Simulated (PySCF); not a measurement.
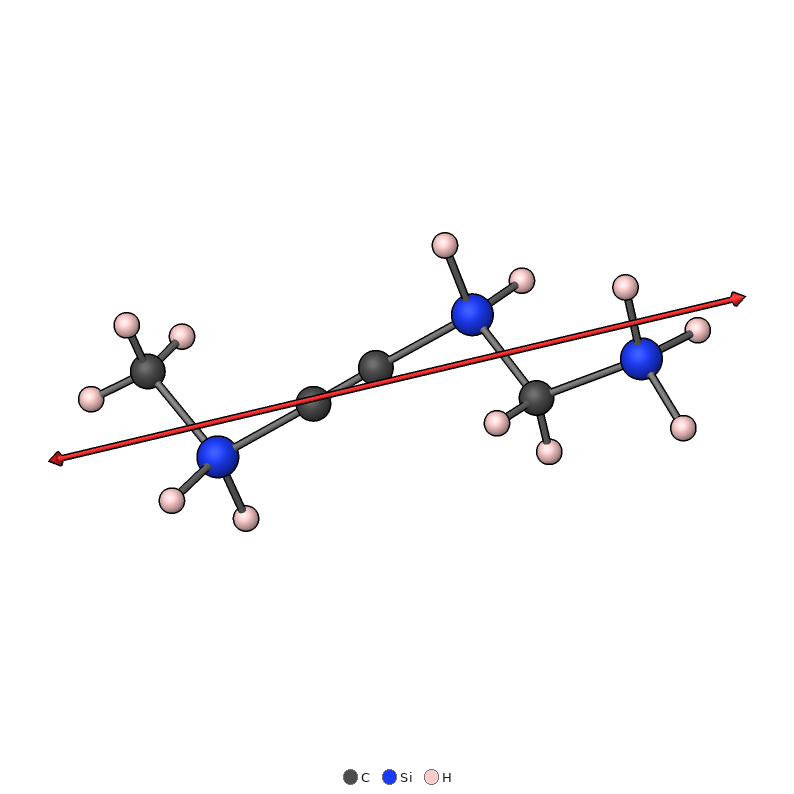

The double arrow shows the direction of the transition dipole to excited singlet state 4 (its length means nothing). Computed geometry: GFN2-xTB optimisation. No frequency run is at hand to confirm it as a minimum. Properties computed with TDDFT PBE0/def2-SVPD, vertical, gas phase, core orbitals frozen in the response (PySCF 2.14.0).

Question: Give its energy, strength and character.

Answer: 7.15 eV (173 nm), oscillator strength 0.83, of mixed character, with the largest part HOMO → LUMO (weight 0.31); transition dipole 5.52 D.

The geometry is semi-empirical. Around Si such bond lengths and angles can be off by a tenth of an ångström or more and by several degrees, and values that hang on the shape move with them.
